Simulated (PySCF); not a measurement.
**C4H6Si, SMILES `[SiH2]1C=CC=C1`: what the electrons do**

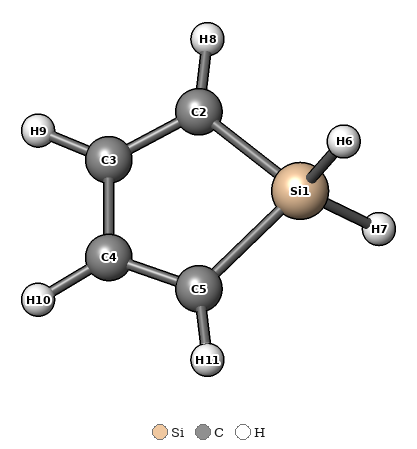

The molecule, with its atoms numbered as below. No frequency check shows the geometry to be a minimum.

Geometry (Å), atoms numbered from 1:

```
Si1      1.2407   -0.0001    0.0000
C2      -0.1076    1.3197    0.0000
C3      -1.3080    0.7285    0.0001
C4      -1.3083   -0.7282   -0.0001
C5      -0.1081   -1.3197   -0.0001
H6       2.0557   -0.0013    1.2157
H7       2.0556    0.0003   -1.2159
H8       0.0063    2.3909    0.0002
H9      -2.2496    1.2612   -0.0002
H10     -2.2501   -1.2605    0.0003
H11      0.0054   -2.3910   -0.0003
```

Part 1: Bonding charge

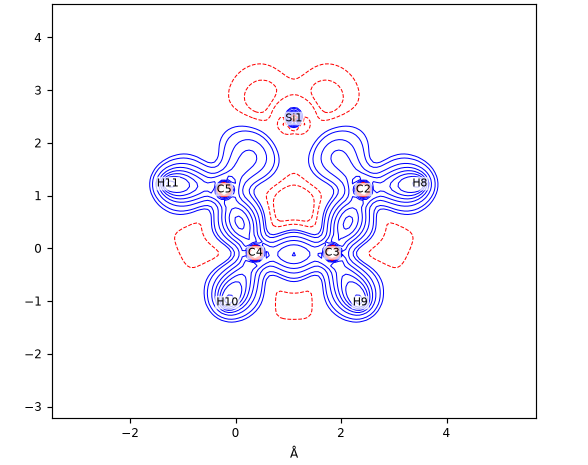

Deformation density (molecule less spherical, spin-averaged free atoms) in a plane through 9 of the atoms; contours at ±0.05 to ±0.8 e/Å³; solid blue lines: gain, dashed red lines: loss.

Level of theory: PBE/6-31G* (PySCF), at a geometry from GFN2-xTB.

Q: Describe the bonding that the map shows.

A: C3–H9 and C4–H10: +0.64 e/Å³ at the bond critical point (bond length 1.08 Å, Mayer order 0.9). C4–C5 and C2–C3: +0.63 e/Å³ at the bond critical point (bond length 1.34 Å, Mayer order 1.9). C5–H11 and C2–H8: +0.62 e/Å³ at the bond critical point (bond length 1.08 Å, Mayer order 0.9). C3–C4: +0.50 e/Å³ at the bond critical point (bond length 1.46 Å, Mayer order 1.1). Si1–C2 and Si1–C5: +0.14 e/Å³ at the bond critical point (bond length 1.89 Å, Mayer order 1.0). In all, 2.2 electrons gather in the regions of gain relative to the promolecule. A small or negative value marks a very polar bond, one between electron-rich atoms, whose free-atom densities already overlap strongly, a long bond to a heavier atom, or a closed-shell contact such as a hydrogen bond.

Q: Where do the Hirshfeld charges lie?

A: The highest Hirshfeld charge is on Si1 (+0.28 e), the lowest on C2 and C5 (−0.13 e).

| atom | charge (e) |
| --- | --- |
| Si1 | +0.28 |
| C2 | −0.13 |
| C3 | −0.03 |
| C4 | −0.03 |
| C5 | −0.13 |
| H6 | −0.06 |
| H7 | −0.06 |
| H8 | +0.04 |
| H9 | +0.04 |
| H10 | +0.04 |
| H11 | +0.04 |

Part 2: Electrostatic potential

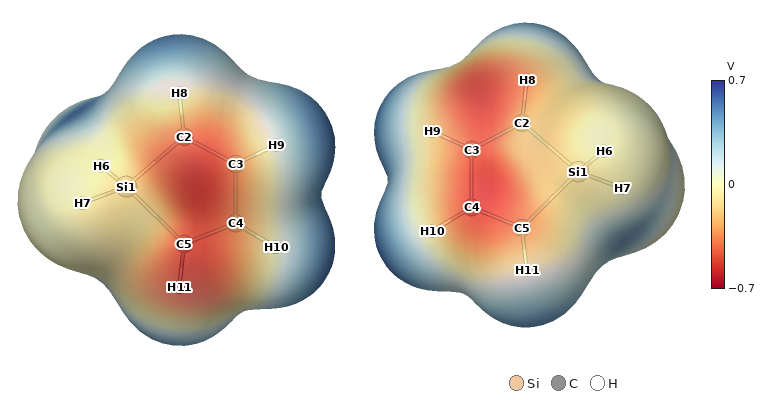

Electrostatic potential on the surface of electron density 0.001 a.u. (back view left, front view right).

Q: Where are the extremes of the potential on the surface?

A: Highest: 0.57 V, 1.3 Å from H9, and at like points elsewhere. Further maxima include 0.48 V, 1.3 Å from H8. Lowest: −0.60 V, off the C4–C5 bond (2.1 to 2.2 Å from its atoms), and at like points elsewhere. The surface is sampled at points, so like sites can differ by a few per cent and only the strongest of them is named.

Q: What volume does the surface enclose, and what is the dipole moment?

A: About 119 Å³; the dipole moment is 0.3 D.

Part 3: Removing or adding an electron

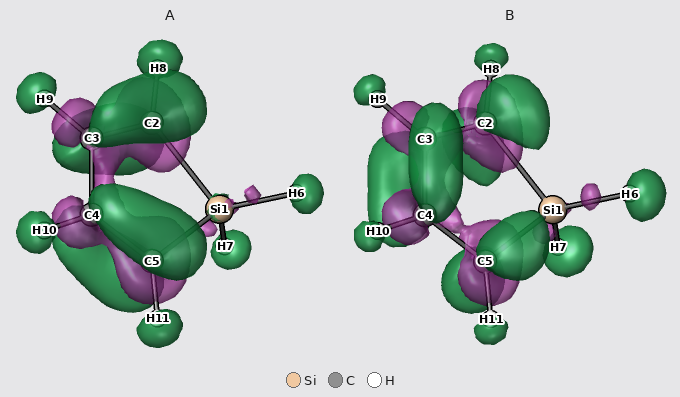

The two Fukui functions at ±0.03 e/Å³ (green positive, purple negative).

PySCF calculation, BLYP/def2-SVP, gas phase; geometry: GFN2-xTB.

Q: Which panel is f⁻ (electron removed) and which f⁺ (electron added)?

A: A is f⁻, B is f⁺. f⁻ (Hirshfeld-condensed) is largest on C2 and C5 (0.16 each), C3 and C4 (0.11 each) and Si1 (0.10); the vertical ionisation energy is 8.45 eV. f⁺ (Hirshfeld-condensed) is largest on Si1 (0.15), C2 and C5 (0.12 each) and C3 and C4 (0.11 each); the vertical electron affinity is −0.78 eV (the stability of the anion's solution wasn't checked; negative, but this basis has no diffuse functions, so it doesn't show that the anion is unbound).

Q: What chemical potential and hardness follow from the two energies?

A: μ = −(I + A)/2 = −3.83 eV and η = I − A = 9.24 eV.

Part 4: Magnetic shielding

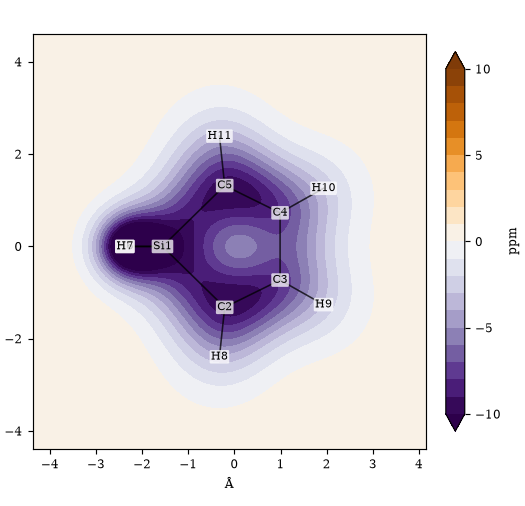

NICSzz (the component normal to the ring) 1.7 Å above the plane of the 5-membered ring Si1/C2/C3/C4/C5; GIAO shieldings; atoms are projected onto the map; negative values mean shielding.

PySCF calculation, B3LYP/cc-pVDZ, gas phase; geometry: GFN2-xTB.

Q: Classify the ring and give its NICS values.

A: It is neither clearly shielded nor deshielded above its centre; an sp³ atom breaks the ring's conjugation, so the values mix its σ bonds and separate π bonds and show no closed π ring current: NICS(0) = +1.6, NICS(1) = −0.8, NICS(1)zz = +1.8 ppm.

Q: What absolute proton shieldings does the same calculation give?

A: From 24.6 ppm (H9 and H10) to 27.4 ppm (H6 and H7).

The PySCF runs shown took 11 s, 5.4 min and 24 s on 1 thread of Arm Neoverse V1, with other jobs on the host.
